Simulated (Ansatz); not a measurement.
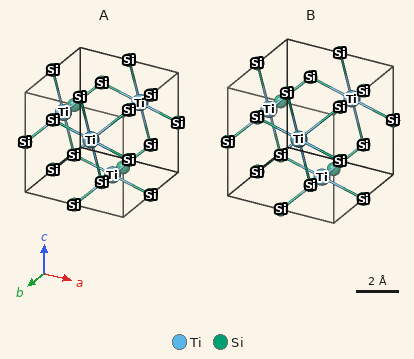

Two geometries of solid Ti$_{2}$Si$_{3}$ (a generated structure, set up in Pn-3m) (coarse preliminary run), drawn at one scale. One is the start of a relaxation, the other its converged end. The picture is a ball-and-stick view of the cell of the calculation, seen from a free direction.

Level of theory: Ansatz 0.2.0, DFT PBE, scalar-relativistic, plane waves, PAW. Set-up: plane-wave cutoff 420 eV; k-point mesh 4 × 4 × 4; occupations gaussian; smearing width 0.1 eV; no spin polarisation; cell and atoms relaxed; force threshold 0.04 eV/Å; at most 70 steps.

> Which geometry has the lower energy?

Structure B is the relaxed one. After 4 accepted moves (6 points after the start) the energy has fallen by 3.302 eV per cell of the calculation. All forces vanish by symmetry, so only the cell relaxes. The pressure goes from 29.26 to 0.02 GPa. The SCF was repeated twice at an unchanged geometry on a basis and grid sized afresh for the cell, which shifted the energy by 30.4 meV per cell of the calculation at most. The atoms keep their places relative to the cell (all moves are under 0.005 Å). The drawn cell changes as follows: a = b = c 5.412 → 5.866 Å (+8.4 %); the volume changes by +27.4 %. Some distances before and after: Si–Ti 2.343 → 2.540 Å. The space group stays Pn-3m (No. 224). The run took 96 s on 1 thread of Intel(R) Xeon(R) Processor @ 2.50GHz (Skylake/Cascade Lake) (shared host), peak memory 0.48 GiB.
